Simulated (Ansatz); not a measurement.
# WH₃F₅: molecular dynamics (part 5 of 5)

Continued. System: WH₃F₅. Method: RKS B3LYP/def2-SVP (Ansatz 0.2.0). It belongs to a series of runs on one base structure; here: dynamics from the highest image of the converged band.

Geometry of the input (Å):
```
W  -0.0031  -0.1725  -0.0024
F  0.8044  -0.2208  2.0111
F  1.5493  0.8437  -0.2097
H  -0.3909  1.2765  0.7720
F  -1.6566  0.3075  -0.7341
F  -0.9758  -1.5213  0.8209
F  0.3613  -0.5828  -1.7815
H  1.3227  -1.4493  0.3962
H  1.2855  -1.0188  1.3446
```

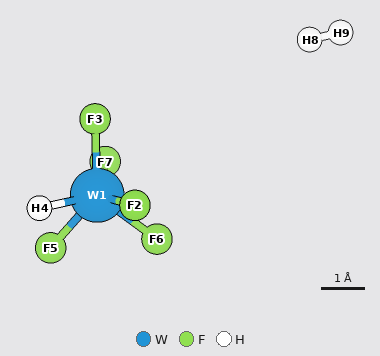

Figure 1. The geometry at step 175 of the log (ball-and-stick view, seen at a tilt; atoms are numbered from 1 in the order of the input).

Trajectory as extended XYZ, continued:
```
9
Properties=species:S:1:pos:R:3:forces:R:3 step=148 time_fs=74.0 energy=-15453.17914 temperature=1315.0
W    -0.0373   -0.0663    0.0414    1.3971  -0.6831   1.0941
F     0.5066   -0.0433    1.9412   -0.8364   0.0042  -2.6515
F     1.6415    0.5689   -0.2591    0.9553   0.7770   0.2035
H    -0.3524    1.5290    0.4377   -0.3677   0.5114   0.0590
F    -1.7264    0.2041   -0.6794    0.2280   0.3783  -0.1223
F    -0.7103   -1.6706    0.5250   -0.7703  -1.5367   1.1530
F     0.4295   -0.8894   -1.5981   -0.6049   0.5477   0.2643
H     3.7000   -4.5575   -1.4629    0.1859  -0.3647   0.2210
H     4.0103   -5.1637   -1.0939   -0.1869   0.3658  -0.2211
9
Properties=species:S:1:pos:R:3:forces:R:3 step=151 time_fs=75.5 energy=-15453.22825 temperature=1369.3
W    -0.0373   -0.0632    0.0439    1.3441  -0.7639   0.6734
F     0.4928   -0.0431    1.9187   -0.6939   0.0270  -2.1735
F     1.6428    0.5644   -0.2562    0.9988   0.8200   0.1504
H    -0.3695    1.5249    0.4382   -0.3485   0.6086   0.0701
F    -1.7248    0.2013   -0.6779    0.1227   0.3739  -0.1658
F    -0.6999   -1.6716    0.5177   -0.8652  -1.6755   1.1987
F     0.4245   -0.9012   -1.5921   -0.5572   0.6090   0.2467
H     3.7621   -4.6469   -1.4919   -0.1621   0.3178  -0.1733
H     4.0678   -5.2490   -1.1656    0.1613  -0.3169   0.1732
9
Properties=species:S:1:pos:R:3:forces:R:3 step=153 time_fs=76.5 energy=-15453.25879 temperature=1403.2
W    -0.0372   -0.0613    0.0456    1.2430  -0.6995   0.3780
F     0.4832   -0.0429    1.9023   -0.5800   0.0416  -1.7849
F     1.6443    0.5620   -0.2541    1.0027   0.8379   0.1169
H    -0.3851    1.5293    0.4394   -0.2918   0.5345   0.0450
F    -1.7237    0.1997   -0.6770    0.0530   0.3575  -0.1951
F    -0.6935   -1.6733    0.5135   -0.9050  -1.7178   1.2041
F     0.4209   -0.9087   -1.5879   -0.5213   0.6451   0.2362
H     3.8020   -4.7038   -1.5128   -0.3025   0.5975  -0.2983
H     4.1075   -5.3085   -1.2119    0.3018  -0.5967   0.2981
9
Properties=species:S:1:pos:R:3:forces:R:3 step=156 time_fs=78.0 energy=-15453.31191 temperature=1461.4
W    -0.0370   -0.0584    0.0483    0.9960  -0.4800  -0.1247
F     0.4682   -0.0425    1.8761   -0.3782   0.0629  -1.0815
F     1.6476    0.5591   -0.2510    0.9716   0.8479   0.0704
H    -0.4134    1.5449    0.4419   -0.1501   0.2641  -0.0274
F    -1.7220    0.1976   -0.6758   -0.0475   0.3159  -0.2362
F    -0.6848   -1.6775    0.5085   -0.9303  -1.7033   1.1778
F     0.4149   -0.9193   -1.5815   -0.4610   0.6918   0.2217
H     3.8570   -4.7792   -1.5489   -0.1042   0.2063  -0.0904
H     4.1721   -5.4078   -1.2765    0.1036  -0.2057   0.0903
9
Properties=species:S:1:pos:R:3:forces:R:3 step=158 time_fs=79.0 energy=-15453.32930 temperature=1480.6
W    -0.0367   -0.0565    0.0501    0.7818  -0.3138  -0.5283
F     0.4579   -0.0423    1.8579   -0.2222   0.0774  -0.5242
F     1.6504    0.5577   -0.2488    0.9278   0.8440   0.0429
H    -0.4343    1.5589    0.4433   -0.0333   0.0375  -0.0831
F    -1.7209    0.1964   -0.6751   -0.1101   0.2803  -0.2598
F    -0.6795   -1.6813    0.5059   -0.9268  -1.6439   1.1414
F     0.4106   -0.9260   -1.5770   -0.4166   0.7180   0.2112
H     3.8921   -4.8264   -1.5744    0.1454  -0.2931   0.1143
H     4.2167   -5.4770   -1.3182   -0.1459   0.2936  -0.1145
9
Properties=species:S:1:pos:R:3:forces:R:3 step=160 time_fs=80.0 energy=-15453.32599 temperature=1477.1
W    -0.0365   -0.0546    0.0518    0.5440  -0.1800  -1.0061
F     0.4475   -0.0420    1.8394   -0.0494   0.0922   0.1070
F     1.6536    0.5567   -0.2466    0.8671   0.8325   0.0190
H    -0.4555    1.5733    0.4439    0.0863  -0.1783  -0.1330
F    -1.7198    0.1953   -0.6746   -0.1687   0.2413  -0.2788
F    -0.6748   -1.6861    0.5038   -0.9099  -1.5483   1.0939
F     0.4061   -0.9322   -1.5725   -0.3688   0.7402   0.1982
H     3.9285   -4.8763   -1.5989    0.3002  -0.6062   0.2151
H     4.2600   -5.5436   -1.3608   -0.3008   0.6067  -0.2153
9
Properties=species:S:1:pos:R:3:forces:R:3 step=163 time_fs=81.5 energy=-15453.30225 temperature=1450.7
W    -0.0360   -0.0518    0.0543    0.1728  -0.0983  -1.8761
F     0.4320   -0.0414    1.8119    0.2377   0.1153   1.1870
F     1.6593    0.5561   -0.2434    0.7481   0.8025  -0.0091
H    -0.4855    1.5911    0.4423    0.2473  -0.4200  -0.1830
F    -1.7183    0.1939   -0.6741   -0.2484   0.1812  -0.2973
F    -0.6685   -1.6946    0.5018   -0.8656  -1.3470   1.0090
F     0.3990   -0.9409   -1.5655   -0.2914   0.7660   0.1698
H     3.9883   -4.9616   -1.6319    0.2158  -0.4390   0.1319
H     4.3197   -5.6330   -1.4285   -0.2162   0.4394  -0.1321
9
Properties=species:S:1:pos:R:3:forces:R:3 step=165 time_fs=82.5 energy=-15453.26853 temperature=1413.4
W    -0.0357   -0.0500    0.0558   -0.0664  -0.1404  -2.5514
F     0.4217   -0.0410    1.7943    0.4429   0.1305   1.9819
F     1.6636    0.5562   -0.2412    0.6524   0.7750  -0.0221
H    -0.5027    1.5983    0.4391    0.3308  -0.5045  -0.1961
F    -1.7175    0.1931   -0.6739   -0.2961   0.1425  -0.3027
F    -0.6649   -1.7011    0.5011   -0.8267  -1.1814   0.9476
F     0.3941   -0.9463   -1.5607   -0.2366   0.7780   0.1428
H     4.0309   -5.0240   -1.6522   -0.0192   0.0370  -0.0109
H     4.3568   -5.6870   -1.4753    0.0187  -0.0367   0.0108
9
Properties=species:S:1:pos:R:3:forces:R:3 step=168 time_fs=84.0 energy=-15453.18396 temperature=1320.3
W    -0.0352   -0.0472    0.0579   -0.3843  -0.3516  -3.6611
F     0.4068   -0.0402    1.7698    0.7566   0.1518   3.2371
F     1.6706    0.5570   -0.2379    0.4885   0.7237  -0.0325
H    -0.5224    1.6000    0.4309    0.4087  -0.5036  -0.1856
F    -1.7166    0.1921   -0.6740   -0.3586   0.0900  -0.3001
F    -0.6602   -1.7121    0.5009   -0.7596  -0.8986   0.8542
F     0.3865   -0.9535   -1.5533   -0.1510   0.7881   0.0880
H     4.0937   -5.1155   -1.6832   -0.3128   0.6386  -0.1357
H     4.4134   -5.7702   -1.5451    0.3125  -0.6384   0.1355
9
Properties=species:S:1:pos:R:3:forces:R:3 step=170 time_fs=85.0 energy=-15453.12566 temperature=1255.8
W    -0.0349   -0.0454    0.0590   -0.5526  -0.5852  -4.4174
F     0.3973   -0.0396    1.7555    0.9570   0.1643   4.0683
F     1.6756    0.5580   -0.2358    0.3675   0.6834  -0.0334
H    -0.5308    1.5951    0.4232    0.4253  -0.4187  -0.1610
F    -1.7162    0.1914   -0.6742   -0.3933   0.0602  -0.2913
F    -0.6576   -1.7199    0.5013   -0.7110  -0.6940   0.7936
F     0.3814   -0.9578   -1.5484   -0.0926   0.7897   0.0414
H     4.1323   -5.1698   -1.7053   -0.2430   0.4977  -0.0875
H     4.4545   -5.8323   -1.5902    0.2427  -0.4975   0.0873
9
Properties=species:S:1:pos:R:3:forces:R:3 step=173 time_fs=86.5 energy=-15453.03355 temperature=1154.0
W    -0.0345   -0.0427    0.0603   -0.7135  -1.0553  -5.4642
F     0.3840   -0.0386    1.7379    1.2172   0.1808   5.1979
F     1.6834    0.5602   -0.2326    0.1720   0.6148  -0.0269
H    -0.5357    1.5808    0.4088    0.3960  -0.1778  -0.1038
F    -1.7160    0.1905   -0.6748   -0.4313   0.0261  -0.2674
F    -0.6543   -1.7324    0.5027   -0.6352  -0.3740   0.7076
F     0.3735   -0.9635   -1.5410   -0.0049   0.7853  -0.0430
H     4.1867   -5.2440   -1.7397    0.1274  -0.2656   0.0311
H     4.5196   -5.9327   -1.6565   -0.1277   0.2658  -0.0313
9
Properties=species:S:1:pos:R:3:forces:R:3 step=175 time_fs=87.5 energy=-15452.96870 temperature=1082.6
W    -0.0343   -0.0410    0.0608   -0.7498  -1.4271  -6.0275
F     0.3759   -0.0377    1.7295    1.3469   0.1907   5.8007
F     1.6888    0.5621   -0.2305    0.0341   0.5636  -0.0182
H    -0.5343    1.5687    0.3979    0.3445   0.0399  -0.0579
F    -1.7161    0.1899   -0.6754   -0.4445   0.0116  -0.2439
F    -0.6525   -1.7409    0.5041   -0.5834  -0.1570   0.6541
F     0.3683   -0.9669   -1.5360    0.0525   0.7783  -0.1072
H     4.2239   -5.2956   -1.7625    0.2983  -0.6216   0.0536
H     4.5620   -5.9976   -1.7009   -0.2986   0.6217  -0.0538
9
Properties=species:S:1:pos:R:3:forces:R:3 step=178 time_fs=89.0 energy=-15452.90438 temperature=1011.6
W    -0.0341   -0.0386    0.0609   -0.7003  -2.0055  -6.5429
F     0.3650   -0.0363    1.7224    1.4512   0.2050   6.3638
F     1.6968    0.5654   -0.2273   -0.1808   0.4783  -0.0007
H    -0.5261    1.5521    0.3806    0.2389   0.3898   0.0086
F    -1.7167    0.1890   -0.6765   -0.4408   0.0029  -0.1969
F    -0.6504   -1.7538    0.5068   -0.5037   0.1666   0.5792
F     0.3605   -0.9711   -1.5287    0.1358   0.7629  -0.2109
H     4.2850   -5.3838   -1.7957    0.2344  -0.4915   0.0183
H     4.6204   -6.0840   -1.7684   -0.2346   0.4916  -0.0185
9
Properties=species:S:1:pos:R:3:forces:R:3 step=180 time_fs=90.0 energy=-15452.88695 temperature=992.2
W    -0.0340   -0.0371    0.0606   -0.6135  -2.3462  -6.6091
F     0.3587   -0.0352    1.7216    1.4524   0.2148   6.4636
F     1.7021    0.5679   -0.2252   -0.3273   0.4153   0.0125
H    -0.5177    1.5453    0.3691    0.1684   0.5836   0.0410
F    -1.7174    0.1884   -0.6774   -0.4201   0.0050  -0.1579
F    -0.6494   -1.7624    0.5090   -0.4487   0.3777   0.5320
F     0.3554   -0.9734   -1.5240    0.1890   0.7497  -0.2819
H     4.3286   -5.4486   -1.8176    0.0054  -0.0134  -0.0007
H     4.6565   -6.1356   -1.8137   -0.0056   0.0134   0.0005
9
Properties=species:S:1:pos:R:3:forces:R:3 step=183 time_fs=91.5 energy=-15452.89263 temperature=998.8
W    -0.0338   -0.0351    0.0594   -0.4446  -2.6826  -6.2503
F     0.3506   -0.0334    1.7267    1.3521   0.2295   6.1743
F     1.7096    0.5721   -0.2221   -0.5466   0.3117   0.0322
H    -0.5021    1.5457    0.3526    0.0969   0.7153   0.0568
F    -1.7189    0.1876   -0.6788   -0.3606   0.0176  -0.0897
F    -0.6481   -1.7748    0.5127   -0.3621   0.6833   0.4635
F     0.3480   -0.9762   -1.5172    0.2651   0.7252  -0.3866
H     4.3934   -5.5446   -1.8504   -0.3048   0.6402   0.0292
H     4.7112   -6.2143   -1.8817    0.3047  -0.6402  -0.0293
9
Properties=species:S:1:pos:R:3:forces:R:3 step=185 time_fs=92.5 energy=-15452.93171 temperature=1041.8
W    -0.0338   -0.0339    0.0583   -0.3278  -2.7528  -5.7237
F     0.3460   -0.0320    1.7340    1.2265   0.2392   5.7116
F     1.7143    0.5750   -0.2199   -0.6891   0.2372   0.0441
H    -0.4905    1.5544    0.3423    0.0825   0.6633   0.0428
F    -1.7200    0.1870   -0.6798   -0.3036   0.0303  -0.0394
F    -0.6476   -1.7827    0.5155   -0.3017   0.8773   0.4189
F     0.3432   -0.9777   -1.5129    0.3133   0.7056  -0.4540
H     4.4334   -5.6019   -1.8720   -0.2560   0.5395   0.0438
H     4.7508   -6.2733   -1.9273    0.2559  -0.5396  -0.0439
9
Properties=species:S:1:pos:R:3:forces:R:3 step=188 time_fs=94.0 energy=-15453.01736 temperature=1136.0
W    -0.0338   -0.0325    0.0560   -0.1616  -2.6444  -4.5998
F     0.3403   -0.0298    1.7502    0.9769   0.2529   4.7058
F     1.7207    0.5797   -0.2167   -0.8901   0.1206   0.0589
H    -0.4716    1.5787    0.3275    0.1011   0.3972  -0.0052
F    -1.7221    0.1862   -0.6814   -0.1988   0.0539   0.0392
F    -0.6470   -1.7936    0.5201   -0.2092   1.1494   0.3535
F     0.3362   -0.9791   -1.5069    0.3818   0.6704  -0.5522
H     4.4897   -5.6801   -1.9037    0.1024  -0.2196  -0.0300
H     4.8140   -6.3698   -1.9963   -0.1025   0.2195   0.0299
9
Properties=species:S:1:pos:R:3:forces:R:3 step=190 time_fs=95.0 energy=-15453.06765 temperature=1191.6
W    -0.0337   -0.0317    0.0541   -0.0547  -2.4806  -3.7071
F     0.3372   -0.0281    1.7641    0.7880   0.2615   3.8993
F     1.7244    0.5829   -0.2145   -1.0114   0.0425   0.0665
H    -0.4577    1.6001    0.3176    0.1234   0.1462  -0.0439
F    -1.7236    0.1857   -0.6824   -0.1216   0.0720   0.0913
F    -0.6468   -1.8002    0.5234   -0.1485   1.3156   0.3117
F     0.3319   -0.9796   -1.5032    0.4248   0.6428  -0.6176
H     4.5278   -5.7336   -1.9251    0.2803  -0.5999  -0.1009
H     4.8555   -6.4327   -2.0421   -0.2804   0.5999   0.1008
9
Properties=species:S:1:pos:R:3:forces:R:3 step=193 time_fs=96.5 energy=-15453.13455 temperature=1265.4
W    -0.0337   -0.0307    0.0510    0.1080  -2.2036  -2.2910
F     0.3332   -0.0253    1.7885    0.5003   0.2737   2.6105
F     1.7289    0.5878   -0.2112   -1.1673  -0.0700   0.0741
H    -0.4348    1.6339    0.3019    0.1421  -0.2346  -0.0935
F    -1.7260    0.1850   -0.6838   -0.0041   0.1023   0.1654
F    -0.6465   -1.8088    0.5287   -0.0640   1.5369   0.2535
F     0.3257   -0.9798   -1.4983    0.4852   0.5953  -0.7189
H     4.5901   -5.8245   -1.9590    0.2398  -0.5160  -0.1122
H     4.9127   -6.5165   -2.1089   -0.2399   0.5159   0.1120
9
Properties=species:S:1:pos:R:3:forces:R:3 step=195 time_fs=97.5 energy=-15453.16429 temperature=1298.1
W    -0.0337   -0.0302    0.0487    0.2191  -2.0468  -1.3628
F     0.3308   -0.0233    1.8066    0.3189   0.2813   1.7605
F     1.7312    0.5909   -0.2089   -1.2507  -0.1393   0.0767
H    -0.4178    1.6542    0.2904    0.1341  -0.4422  -0.1139
F    -1.7276    0.1846   -0.6847    0.0704   0.1242   0.2101
F    -0.6464   -1.8136    0.5323   -0.0144   1.6632   0.2190
F     0.3219   -0.9796   -1.4955    0.5226   0.5598  -0.7895
H     4.6345   -5.8914   -1.9830    0.0287  -0.0632  -0.0161
H     4.9479   -6.5660   -2.1522   -0.0287   0.0631   0.0160
9
Properties=species:S:1:pos:R:3:forces:R:3 step=198 time_fs=99.0 energy=-15453.16826 temperature=1302.9
W    -0.0337   -0.0296    0.0452    0.3852  -1.9025  -0.0760
F     0.3276   -0.0200    1.8352    0.0775   0.2923   0.5755
F     1.7335    0.5956   -0.2054   -1.3405  -0.2315   0.0772
H    -0.3900    1.6764    0.2711    0.0860  -0.6356  -0.1207
F    -1.7299    0.1841   -0.6858    0.1704   0.1584   0.2683
F    -0.6463   -1.8191    0.5380    0.0469   1.8172   0.1750
F     0.3167   -0.9787   -1.4920    0.5745   0.5019  -0.8993
H     4.7009   -5.9913   -2.0187   -0.2796   0.6038   0.1844
H     5.0010   -6.6407   -2.2172    0.2796  -0.6039  -0.1845
9
Properties=species:S:1:pos:R:3:forces:R:3 step=200 time_fs=100.0 energy=-15453.16187 temperature=1295.8
W    -0.0336   -0.0294    0.0429    0.4916  -1.8804   0.6839
F     0.3255   -0.0176    1.8547   -0.0588   0.2995  -0.1289
F     1.7342    0.5985   -0.2030   -1.3751  -0.2839   0.0753
H    -0.3703    1.6838    0.2567    0.0314  -0.6728  -0.1091
F    -1.7313    0.1838   -0.6863    0.2271   0.1814   0.3004
F    -0.6462   -1.8217    0.5419    0.0780   1.8949   0.1516
F     0.3136   -0.9777   -1.4902    0.6060   0.4615  -0.9731
H     4.7423   -6.0518   -2.0406   -0.2530   0.5484   0.1885
H     5.0392   -6.6967   -2.2625    0.2530  -0.5485  -0.1886
```

Summary:

- outcome: finished
- mean temperature over the second half: 1289 K
- trajectory: 200 steps, 100 fs
- ensemble: nve
- temperature in the input: 100.0 K
- time step: 0.5 fs
- potential energy (last step): −15453.1623 eV
- mean-field energy (last step): −15453.1623 eV
- largest force (length of the vector) (last step): 2.060 eV/Å
- hardware: 4 threads of Arm Neoverse V1, 24 GiB of memory available, shared host
- wall time: 7.3 min (CPU time 27 min)
- peak memory: 0.29 GiB

Remarks:

So short a trajectory is not equilibrated.
